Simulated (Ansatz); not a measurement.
## Geometry relaxation, with input and output: SiNH5OF (part 1 of 2)

SiNH5OF, multiplicity 2, computed with UKS PBE0/def2-SVP (Ansatz 0.2.0).

It belongs to a series of runs on one base structure; here: end point A relaxed.

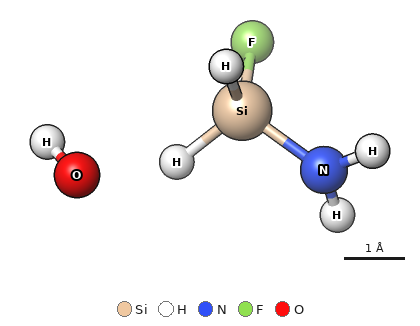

Figure 1. The structure as given in the input (ball-and-stick view, seen at a tilt). Bond lengths as drawn: F–Si 1.63 Å, H–N 1.01 Å, H–O 0.98 Å, H–Si 1.47 to 1.48 Å and N–Si 1.71 Å.

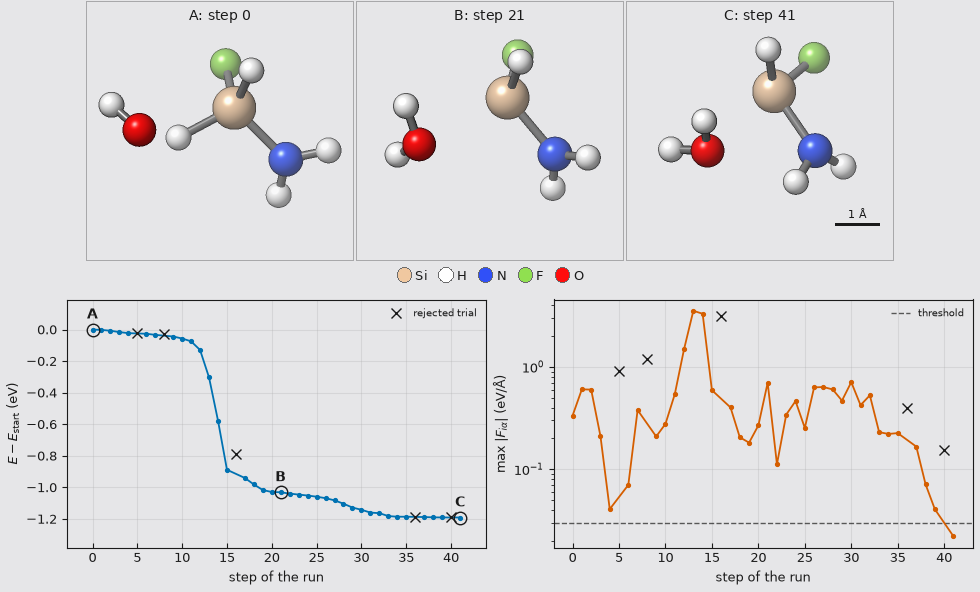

Figure 2. Frames of the relaxation (ball-and-stick view, seen at a tilt) above the curves, on which the letters mark them (the first geometry is step 0 here and step 1 in the log).

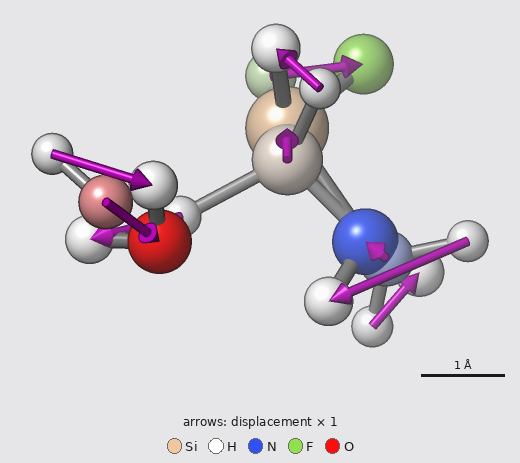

Figure 3. Start (faint) and end (solid) with the displacements as pink arrows, at true length (ball-and-stick view, seen at a tilt). The two geometries are laid on each other by the best rigid fit. After 41 geometry steps the energy has fallen by 1.191 eV. Largest force component: 0.33 eV/Å at the start, 0.022 eV/Å at the end. The line search rejected the trial steps at points 5, 8, 16, 36, 40 (counted from 0) and went back. H5 moves most after the best rigid fit: 1.95 Å. By element the largest moves are H 1.95 Å, F 1.18 Å, O 1.11 Å, Si 0.61 Å, N 0.36 Å. Distances before and after: Si1–H2 1.473 → 3.084 Å, H2–O8 2.211 → 0.964 Å, Si1–H6 1.484 → 1.509 Å, Si1–N3 1.705 → 1.725 Å. New bonds form: H2–O8 (2.21 → 0.96 Å). Bonds break: Si1–H2 (1.47 → 3.08 Å). Among the angles that change: N3–Si1–F7 114.6° → 103.5°, Si1–N3–H5 122.1° → 117.4°, Si1–N3–H4 122.0° → 118.8°. (Atoms are counted from 1 in the order of the input.)

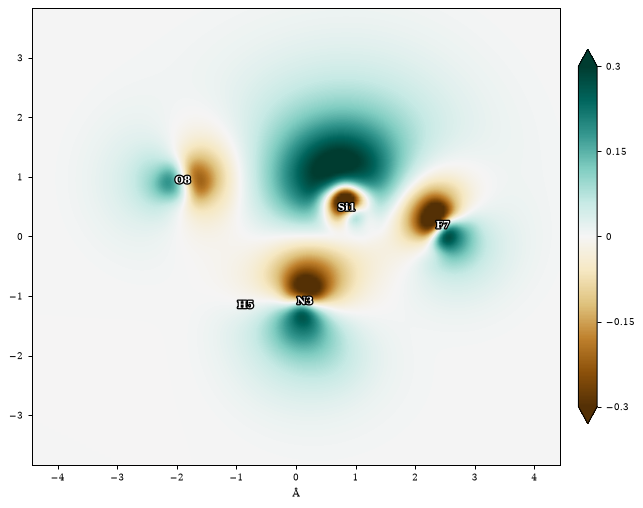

Figure 4. One frontier orbital on the plane of atoms N3, Si1 and F7 (values in Å⁻³ᐟ²; the overall sign is arbitrary). The HOMO (α), at −5.13 eV. Its weight (Hirshfeld) is mainly on Si1 (60 %), N3 (20 %) and H6 (10 %).

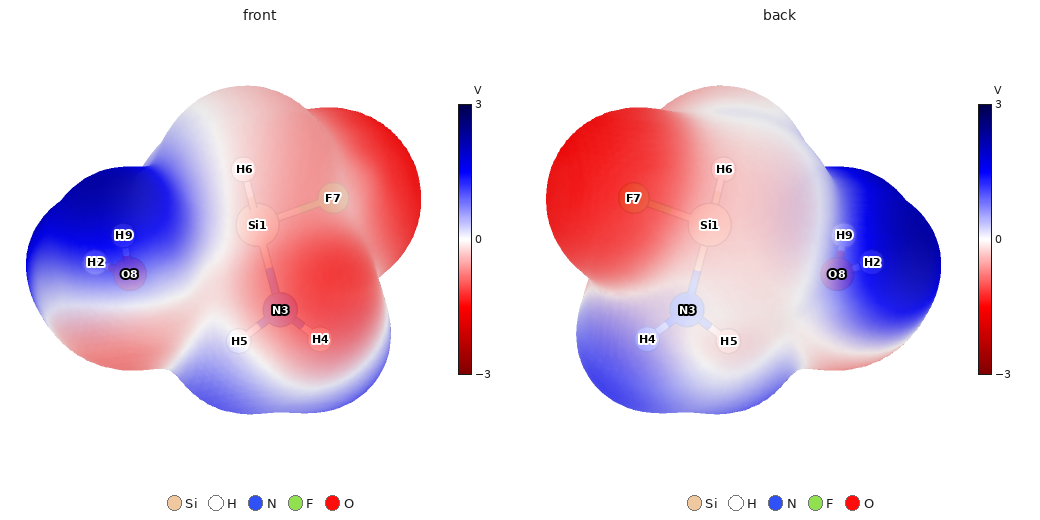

Figure 5. The molecular electrostatic potential painted on the density surface at 0.001 e/bohr³, seen at a tilt and from behind; the colour scale runs from red (negative) to blue (positive).

These pictures come from the run below.

**The input**
```yaml
crystal:
  periodic: [false, false, false]
  atoms:
    - { symbol: Si, position_ang: [0.171637, -0.149877, 0.114695] }
    - { symbol: H, position_ang: [0.373654, -0.917811, 1.355843] }
    - { symbol: "N", position_ang: [1.704033, 0.091623, -0.593187] }
    - { symbol: H, position_ang: [2.420083, -0.625435, -0.580273] }
    - { symbol: H, position_ang: [1.851901, 0.759654, -1.341301] }
    - { symbol: H, position_ang: [-0.499923, 1.164231, 0.267148] }
    - { symbol: F, position_ang: [-0.853747, -1.059537, -0.775222] }
    - { symbol: O, position_ang: [-0.099297, 0.213082, 3.196396] }
    - { symbol: H, position_ang: [-0.87104, -0.38303, 3.256101] }
magnetization:
  spin_polarized: true
  initial_magnetization: 1
basis:
  gaussian: { orbitals: def2-SVP }
hamiltonian:
  xc: pbe0
relax:
  f_tol: 0.03
  max_steps: 50
output:
  orbitals: {}
```

Command:
```bash
ansatz run input.yaml --threads 2 --pin off --max-ram 3072MiB --backend cpu --events-out ev --progress --plain --runs-dir out
```

**Output**
```
The last accepted step is kept in [file] (removed where the run ends without a failure and the disk answers)
Engine: ansatz 0.2.0, aarch64-unknown-linux-gnu
Functional definition: PBE0
  parameter a = 0.25
  parameter kappa = 0.804
  parameter beta = 0.06672455060314922
  exchange = (1 - a)*pbe_x(kappa = kappa, mu = beta*pi^2/3) + a*exact_x
  correlation = pbe_c(beta = beta)
882 factors; integrals over basis functions are off by at most 3.9e-4 eV
mean field evaluation 1: about -14185.9901 eV, gradient 4.7e1 eV
mean field evaluation 2: about -14175.5664 eV, gradient 6.9e1 eV
mean field evaluation 4: about -14195.2811 eV, gradient 2.6e0 eV
mean field evaluation 8: about -14195.3214 eV, gradient 6.9e-2 eV
mean field evaluation 16: about -14195.3216 eV, gradient 6.5e-3 eV
mean field evaluation 32: about -14195.3216 eV, gradient 8.6e-6 eV
mean field -14195.32161680 eV, -521.6684474829 hartree, gradient 3.3e-6 eV, S^2 0.752393; 2 other end points of the search recorded, 0 dependent functions left out
the calculation of the forces begins
reference -14195.32164017 eV, -521.6684483416 hartree; 22, 21 occupied and 63, 64 virtual orbitals, 882 factors
relax step   1: F+E_penalty+E_count = -14195.32161680 eV  Δ(F+E_penalty+E_count) = +0.000e0 eV  max|allowed force component| = 3.344e-1 eV/Å  Δτ_max = 0.0000 Å  (80 SCF iters, accepted)
these checks for a lower state are left out or cut short: starts, cluster_reference, orbital_swaps, neighbouring_geometries, increment
882 factors; integrals over basis functions are off by at most 5.0e-4 eV
mean field -14195.32372054 eV, -521.6685247939 hartree, gradient 8.1e-7 eV, S^2 0.752813; 0 other end points of the search recorded, 0 dependent functions left out
[... from here on the field's lines of each further geometry are left out, up to the last ...]
relax step   2: F+E_penalty+E_count = -14195.32372054 eV  Δ(F+E_penalty+E_count) = -2.104e-3 eV  max|allowed force component| = 6.034e-1 eV/Å  Δτ_max = 0.1457 Å  (96 SCF iters, accepted)
relax step   3: F+E_penalty+E_count = -14195.32904246 eV  Δ(F+E_penalty+E_count) = -5.322e-3 eV  max|allowed force component| = 5.998e-1 eV/Å  Δτ_max = 0.1268 Å  (41 SCF iters, accepted)
relax step   4: F+E_penalty+E_count = -14195.33759686 eV  Δ(F+E_penalty+E_count) = -8.554e-3 eV  max|allowed force component| = 2.113e-1 eV/Å  Δτ_max = 0.0459 Å  (43 SCF iters, accepted)
relax step   5: F+E_penalty+E_count = -14195.34424130 eV  Δ(F+E_penalty+E_count) = -6.644e-3 eV  max|allowed force component| = 4.090e-2 eV/Å  Δτ_max = 0.1070 Å  (40 SCF iters, accepted)
relax step   6: F+E_penalty+E_count = -14195.34132570 eV  Δ(F+E_penalty+E_count) = +2.916e-3 eV  max|allowed force component| = 9.110e-1 eV/Å  Δτ_max = 0.1399 Å  (40 SCF iters, rejected (line search))
relax step   7: F+E_penalty+E_count = -14195.34814673 eV  Δ(F+E_penalty+E_count) = -3.905e-3 eV  max|allowed force component| = 7.047e-2 eV/Å  Δτ_max = 0.0557 Å  (42 SCF iters, accepted)
relax step   8: F+E_penalty+E_count = -14195.35510070 eV  Δ(F+E_penalty+E_count) = -6.954e-3 eV  max|allowed force component| = 3.787e-1 eV/Å  Δτ_max = 0.0982 Å  (39 SCF iters, accepted)
relax step   9: F+E_penalty+E_count = -14195.35126186 eV  Δ(F+E_penalty+E_count) = +3.839e-3 eV  max|allowed force component| = 1.183e0 eV/Å  Δτ_max = 0.1462 Å  (37 SCF iters, rejected (line search))
relax step  10: F+E_penalty+E_count = -14195.36565452 eV  Δ(F+E_penalty+E_count) = -1.055e-2 eV  max|allowed force component| = 2.092e-1 eV/Å  Δτ_max = 0.0714 Å  (36 SCF iters, accepted)
relax step  11: F+E_penalty+E_count = -14195.37824812 eV  Δ(F+E_penalty+E_count) = -1.259e-2 eV  max|allowed force component| = 2.777e-1 eV/Å  Δτ_max = 0.0728 Å  (37 SCF iters, accepted)
relax step  12: F+E_penalty+E_count = -14195.39622279 eV  Δ(F+E_penalty+E_count) = -1.797e-2 eV  max|allowed force component| = 5.396e-1 eV/Å  Δτ_max = 0.0941 Å  (36 SCF iters, accepted)
relax step  13: F+E_penalty+E_count = -14195.45099552 eV  Δ(F+E_penalty+E_count) = -5.477e-2 eV  max|allowed force component| = 1.487e0 eV/Å  Δτ_max = 0.1644 Å  (35 SCF iters, accepted)
relax step  14: F+E_penalty+E_count = -14195.62497543 eV  Δ(F+E_penalty+E_count) = -1.740e-1 eV  max|allowed force component| = 3.523e0 eV/Å  Δτ_max = 0.1954 Å  (34 SCF iters, accepted)
relax step  15: F+E_penalty+E_count = -14195.89854571 eV  Δ(F+E_penalty+E_count) = -2.736e-1 eV  max|allowed force component| = 3.295e0 eV/Å  Δτ_max = 0.2000 Å  (32 SCF iters, accepted)
relax step  16: F+E_penalty+E_count = -14196.20995435 eV  Δ(F+E_penalty+E_count) = -3.114e-1 eV  max|allowed force component| = 5.916e-1 eV/Å  Δτ_max = 0.2000 Å  (31 SCF iters, accepted)
relax step  17: F+E_penalty+E_count = -14196.11321551 eV  Δ(F+E_penalty+E_count) = +9.674e-2 eV  max|allowed force component| = 3.152e0 eV/Å  Δτ_max = 0.1934 Å  (30 SCF iters, rejected (line search))
relax step  18: F+E_penalty+E_count = -14196.26210753 eV  Δ(F+E_penalty+E_count) = -5.215e-2 eV  max|allowed force component| = 4.018e-1 eV/Å  Δτ_max = 0.0966 Å  (27 SCF iters, accepted)
relax step  19: F+E_penalty+E_count = -14196.30304493 eV  Δ(F+E_penalty+E_count) = -4.094e-2 eV  max|allowed force component| = 2.056e-1 eV/Å  Δτ_max = 0.0998 Å  (30 SCF iters, accepted)
relax step  20: F+E_penalty+E_count = -14196.33844520 eV  Δ(F+E_penalty+E_count) = -3.540e-2 eV  max|allowed force component| = 1.821e-1 eV/Å  Δτ_max = 0.1495 Å  (31 SCF iters, accepted)
relax step  21: F+E_penalty+E_count = -14196.35092387 eV  Δ(F+E_penalty+E_count) = -1.248e-2 eV  max|allowed force component| = 2.682e-1 eV/Å  Δτ_max = 0.1998 Å  (31 SCF iters, accepted)
relax step  22: F+E_penalty+E_count = -14196.35262367 eV  Δ(F+E_penalty+E_count) = -1.700e-3 eV  max|allowed force component| = 6.993e-1 eV/Å  Δτ_max = 0.1303 Å  (30 SCF iters, accepted)
relax step  23: F+E_penalty+E_count = -14196.36103511 eV  Δ(F+E_penalty+E_count) = -8.411e-3 eV  max|allowed force component| = 1.121e-1 eV/Å  Δτ_max = 0.0653 Å  (27 SCF iters, accepted)
relax step  24: F+E_penalty+E_count = -14196.36734241 eV  Δ(F+E_penalty+E_count) = -6.307e-3 eV  max|allowed force component| = 3.422e-1 eV/Å  Δτ_max = 0.2000 Å  (31 SCF iters, accepted)
relax step  25: F+E_penalty+E_count = -14196.37329171 eV  Δ(F+E_penalty+E_count) = -5.949e-3 eV  max|allowed force component| = 4.633e-1 eV/Å  Δτ_max = 0.0941 Å  (30 SCF iters, accepted)
relax step  26: F+E_penalty+E_count = -14196.38069443 eV  Δ(F+E_penalty+E_count) = -7.403e-3 eV  max|allowed force component| = 2.536e-1 eV/Å  Δτ_max = 0.0653 Å  (28 SCF iters, accepted)
relax step  27: F+E_penalty+E_count = -14196.39000085 eV  Δ(F+E_penalty+E_count) = -9.306e-3 eV  max|allowed force component| = 6.305e-1 eV/Å  Δτ_max = 0.1950 Å  (31 SCF iters, accepted)
relax step  28: F+E_penalty+E_count = -14196.40385235 eV  Δ(F+E_penalty+E_count) = -1.385e-2 eV  max|allowed force component| = 6.355e-1 eV/Å  Δτ_max = 0.1784 Å  (31 SCF iters, accepted)
relax step  29: F+E_penalty+E_count = -14196.42502752 eV  Δ(F+E_penalty+E_count) = -2.118e-2 eV  max|allowed force component| = 6.020e-1 eV/Å  Δτ_max = 0.1947 Å  (31 SCF iters, accepted)
relax step  30: F+E_penalty+E_count = -14196.44955970 eV  Δ(F+E_penalty+E_count) = -2.453e-2 eV  max|allowed force component| = 4.684e-1 eV/Å  Δτ_max = 0.1948 Å  (31 SCF iters, accepted)
relax step  31: F+E_penalty+E_count = -14196.46354986 eV  Δ(F+E_penalty+E_count) = -1.399e-2 eV  max|allowed force component| = 7.086e-1 eV/Å  Δτ_max = 0.1947 Å  (31 SCF iters, accepted)
relax step  32: F+E_penalty+E_count = -14196.48134944 eV  Δ(F+E_penalty+E_count) = -1.780e-2 eV  max|allowed force component| = 4.227e-1 eV/Å  Δτ_max = 0.1293 Å  (30 SCF iters, accepted)
relax step  33: F+E_penalty+E_count = -14196.48506953 eV  Δ(F+E_penalty+E_count) = -3.720e-3 eV  max|allowed force component| = 5.277e-1 eV/Å  Δτ_max = 0.1997 Å  (30 SCF iters, accepted)
relax step  34: F+E_penalty+E_count = -14196.50347306 eV  Δ(F+E_penalty+E_count) = -1.840e-2 eV  max|allowed force component| = 2.306e-1 eV/Å  Δτ_max = 0.2000 Å  (31 SCF iters, accepted)
```
